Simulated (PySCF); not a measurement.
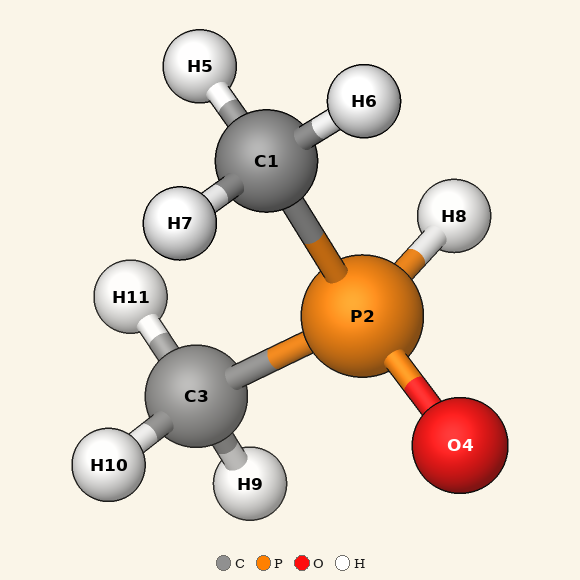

The computed structure is the end point of a PBE0-D3(BJ)/def2-SVP optimisation. No frequency run is at hand to confirm it as a minimum. Method: delta-SCF UKS SCAN, pcX-2 on the ionised atom, pcseg-1 elsewhere, spin-free X2C (PySCF 2.14.0).

Give the core-electron binding energies (to vacuum; p and d levels without spin–orbit splitting) of C1 1s, P2 1s, P2 2p, O4 1s.

```json
{"atom": "C1", "level": "1s", "binding energy (eV)": "291.1"}
{"atom": "P2", "level": "1s", "binding energy (eV)": "2152.1"}
{"atom": "P2", "level": "2p", "binding energy (eV)": "138.4"}
{"atom": "O4", "level": "1s", "binding energy (eV)": "536.1"}
```
